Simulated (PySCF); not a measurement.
# [BGeH4]− (SMILES [BH2][GeH2-]) at NEVPT2(8,8)/cc-pVDZ

What is the vertical ionisation energy of [BGeH4]− at NEVPT2(8,8)/cc-pVDZ? 

The calculation is run with PySCF 2.14.0.

1 further run of the same task is left out (set aside as unsound or not needed).

### 1 Starting point

The species is [BGeH4]− (6 atoms), meant as a singlet with charge -1. SMILES: `[BH2][GeH2-]`. The shape comes from GFN2-xTB, which is rough for such elements, and wasn't checked as a minimum.

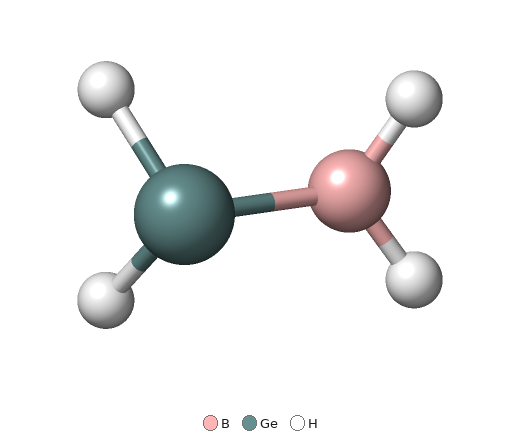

Viewed from a chosen angle; boron pink, germanium teal, hydrogen white.

### 2 The energy at NEVPT2(8,8)/cc-pVDZ

input.py reads:

```python
import numpy
from pyscf import gto, scf, mp, mcscf, mrpt

molecule = gto.M(
    atom='''
B     -0.104143    -1.758522     0.113062
Ge     0.825338     1.797923     0.661669
H     -1.452103    -2.879243     1.559912
H      1.281234    -3.202746    -0.965404
H      1.316251     2.830451    -2.155176
H     -1.866577     3.212138     0.785956
''',
    max_memory=1860,
    charge=-1,
    verbose=3,
    unit='bohr',
    basis='cc-pvdz',
)

mf = scf.RHF(molecule)
mf.conv_tol = 1e-10
mf.kernel()
if not mf.converged:
    mf = mf.newton().run(mf.mo_coeff, mf.mo_occ)

pt = mp.MP2(scf.addons.convert_to_uhf(mf)).run()
noons, natorbs = mcscf.addons.make_natural_orbitals(pt)
print('natural occupations', numpy.round(noons[:40], 4))
cas = mcscf.CASSCF(mf, 8, 8)
cas.fix_spin_(ss=0.0)
cas.natorb = True
cas.kernel(natorbs)
e_pt2 = mrpt.NEVPT(cas).kernel()
e_tot = cas.e_tot + e_pt2
print('Final energy', e_tot)
```

Command:

```bash
$ OMP_NUM_THREADS=1 python input.py
```

The program printed:

```text
converged SCF energy = -2102.28980924491
E(UMP2) = -2102.52393223923  E_corr = -0.234122994312286
E(SCS-UMP2) = -2102.52923380279  E_corr = -0.239424557870933
natural occupations [2.     2.     2.     2.     2.     1.9998 1.9998 1.9996 1.9996 1.9996
 1.9983 1.9983 1.9982 1.9982 1.9982 1.9803 1.9744 1.9699 1.9665 1.957
 1.9423 0.0367 0.0225 0.0216 0.0159 0.0147 0.0114 0.0099 0.0097 0.0093
 0.0092 0.0076 0.0058 0.0052 0.0049 0.0045 0.0045 0.0031 0.003  0.0027]
CASSCF energy = -2102.35234621667
CASCI E = -2102.35234621667  E(CI) = -9.82377710663832  S^2 = 0.0000000
Sr    (-1)',   E = -0.02440865062445
Si    (+1)',   E = -0.00112808875692
Sijrs (0)  ,   E = -0.05334445141764
Sijr  (+1) ,   E = -0.00879394069640
Srsi  (-1) ,   E = -0.02743257718752
Srs   (-2) ,   E = -0.03995282724784
Sij   (+2) ,   E = -0.00085063096339
Sir   (0)' ,   E = -0.01925941565260
Nevpt2 Energy = -0.175170582546761
Final energy -2102.527516799221
```

Run time: 21 s. Hardware: 1 thread of Arm Neoverse V1, shared host; peak memory 0.18 GiB.

### 3 Doublet neutral BGeH4 at the same level

input.py reads:

```python
import numpy
from pyscf import gto, scf, mp, mcscf, mrpt

molecule = gto.M(
    atom='''
B     -0.104143    -1.758522     0.113062
Ge     0.825338     1.797923     0.661669
H     -1.452103    -2.879243     1.559912
H      1.281234    -3.202746    -0.965404
H      1.316251     2.830451    -2.155176
H     -1.866577     3.212138     0.785956
''',
    max_memory=1860,
    unit='bohr',
    charge=0,
    spin=1,
    verbose=3,
    basis='cc-pvdz',
)

calc0 = scf.ROHF(molecule)
calc0.conv_tol = 1e-10
calc0.kernel()
if not calc0.converged:
    calc0 = calc0.newton().run(calc0.mo_coeff, calc0.mo_occ)

pt = mp.MP2(scf.addons.convert_to_uhf(calc0)).run()
noons, natorbs = mcscf.addons.make_natural_orbitals(pt)
print('natural occupations', numpy.round(noons[:40], 4))
cas = mcscf.CASSCF(calc0, 8, 7)
cas.fix_spin_(ss=0.75)
cas.natorb = True
cas.kernel(natorbs)
e_pt2 = mrpt.NEVPT(cas).kernel()
e_tot = cas.e_tot + e_pt2
print('E = %.10f Eh' % e_tot)
```

Command:

```bash
$ OMP_NUM_THREADS=1 python input.py
```

The program printed:

```text
converged SCF energy = -2102.25013136207
E(UMP2) = -2102.45068924187  E_corr = -0.200557879800492
E(SCS-UMP2) = -2102.45774874582  E_corr = -0.20761738374628
natural occupations [2.     2.     2.     2.     2.     1.9998 1.9998 1.9996 1.9996 1.9996
 1.9984 1.9983 1.9983 1.9983 1.9983 1.9792 1.975  1.9714 1.9679 1.9612
 0.9927 0.0196 0.0175 0.0154 0.0126 0.0108 0.0101 0.0082 0.0081 0.0073
 0.0063 0.006  0.0045 0.0045 0.0039 0.0039 0.003  0.0025 0.0022 0.0021]
CASSCF energy = -2102.30449119544
CASCI E = -2102.30449119544  E(CI) = -9.76528176170041  S^2 = 0.7500000
Sr    (-1)',   E = -0.01677826891713
Si    (+1)',   E = -0.00191400493380
Sijrs (0)  ,   E = -0.05462148879638
Sijr  (+1) ,   E = -0.00994075140000
Srsi  (-1) ,   E = -0.02159265638383
Srs   (-2) ,   E = -0.02913010471348
Sij   (+2) ,   E = -0.00105171697313
Sir   (0)' ,   E = -0.01750339782283
Nevpt2 Energy = -0.152532389940583
E = -2102.4570235854 Eh
```

It took 11 s on 1 thread of Arm Neoverse V1, shared host; peak memory 0.18 GiB.

### 4 Results

Level: NEVPT2(8,8)/cc-pVDZ.

| quantity | value |
| --- | --- |
| singlet [BGeH4]−: total energy | -2102.52752 Eh |
| singlet [BGeH4]−: HOMO energy (Hartree–Fock orbitals) | -1.87 eV |
| singlet [BGeH4]−: LUMO energy (Hartree–Fock orbitals) | 7.14 eV |
| singlet [BGeH4]−: HOMO–LUMO gap (to an unbound level, set by the basis) | 9.01 eV |
| doublet neutral BGeH4: total energy | -2102.45702 Eh |
| doublet neutral BGeH4: dipole moment (Hartree–Fock density) | 0.83 D |
| vertical detachment energy (to the doublet neutral) | 1.918 eV |

In words: The vertical ionisation energy comes to 1.92 eV (185 kJ/mol).
